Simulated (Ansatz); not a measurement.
```xyz
5

N    -0.4935    0.2320   -0.4263
Ge   -0.1106   -1.1709    0.6524
Cl    1.8909   -0.4498    1.2487
H     0.1284    1.0098   -0.5888
H    -1.3653    0.3053   -0.9275
```

Geometry: PBE0-D4/def2-TZVP.

Computed with RKS PBE0-D4/def2-TZVPP in Ansatz.

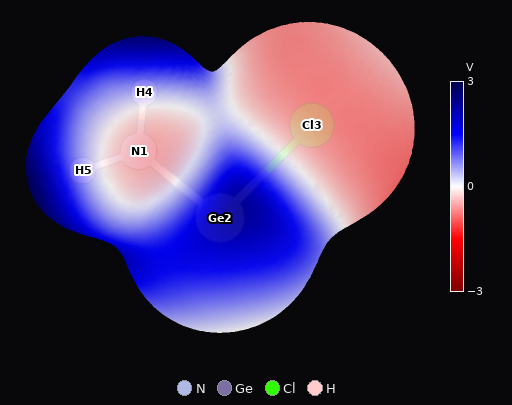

ClGeH2N (SMILES [NH2][Ge][Cl]). The electrostatic potential painted on the density surface at 0.004 e/bohr³, seen at a tilt; red is negative and blue positive.

Describe the electrostatic potential map.

The most negative region (about −0.9 V) lies over Cl3, the most positive (about +2.8 V) over H5.
